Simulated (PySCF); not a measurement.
```yaml
atoms:
  - { symbol: C, position_ang: [-3.6814, 1.5711, 0.2088] }
  - { symbol: C, position_ang: [-2.8281, 0.4061, 0.1655] }
  - { symbol: C, position_ang: [-2.1259, -0.5734, 0.1309] }
  - { symbol: Si, position_ang: [-0.9918, -2.0283, 0.0820] }
  - { symbol: O, position_ang: [0.4881, -1.5725, -0.4654] }
  - { symbol: C, position_ang: [1.3784, -0.6667, -0.0049] }
  - { symbol: C, position_ang: [1.2002, -0.1731, 1.3141] }
  - { symbol: N, position_ang: [1.0439, 0.2088, 2.3845] }
  - { symbol: C, position_ang: [2.4026, -0.2529, -0.7639] }
  - { symbol: C, position_ang: [3.4288, 0.7365, -0.3385] }
  - { symbol: H, position_ang: [-4.0685, 1.7875, -0.7870] }
  - { symbol: H, position_ang: [-4.5186, 1.3927, 0.8833] }
  - { symbol: H, position_ang: [-3.1164, 2.4323, 0.5655] }
  - { symbol: H, position_ang: [-0.8943, -2.5969, 1.4277] }
  - { symbol: H, position_ang: [-1.3075, -2.9701, -0.9820] }
  - { symbol: H, position_ang: [2.4915, -0.6609, -1.7612] }
  - { symbol: H, position_ang: [3.4147, 1.5961, -1.0089] }
  - { symbol: H, position_ang: [3.2508, 1.0785, 0.6780] }
  - { symbol: H, position_ang: [4.4237, 0.2945, -0.3962] }
```

Geometry: GFN2-xTB.

These are results of PBE0/pcSseg-1, SCF density, gas phase, non-relativistic (PySCF 2.14.0), not measurements.

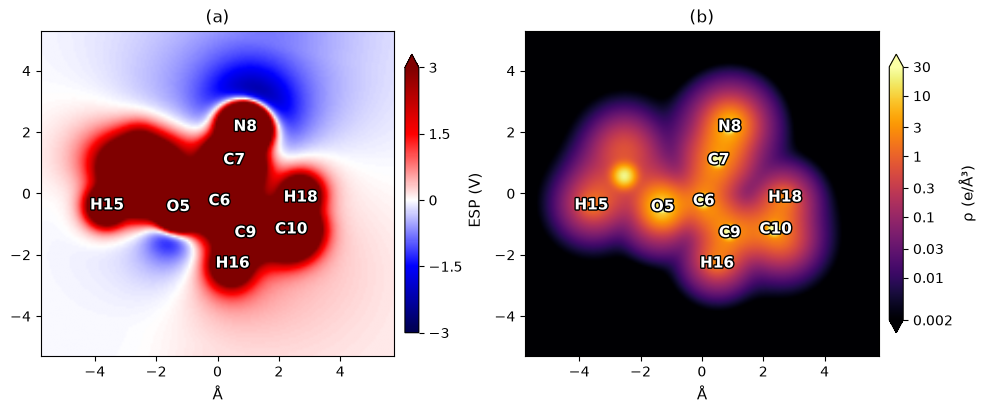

C$_{7}$H$_{9}$NOSi (SMILES CC#C[SiH2]O/C(C#N)=C/C). (a) electrostatic potential; (b) total electron density on the plane of atoms C6, C9 and H16.

> What do the fields say about this system?

The plane passes through O, C, N and H nuclei. C–N (1.15 Å): the density is about 3.5 e/Å³ at the midpoint. C–O (1.35 Å): ρ is about 2.3 e/Å³ halfway, with its minimum of 2 e/Å³ about 0.5 Å from C. C–H (1.08 Å): ρ at the midpoint is about 2.1 e/Å³. C–C (1.34 Å): ρ at the midpoint is about 2.3 e/Å³. Outside the dense part of the molecule the potential is most negative (−2.1 V) near N8.
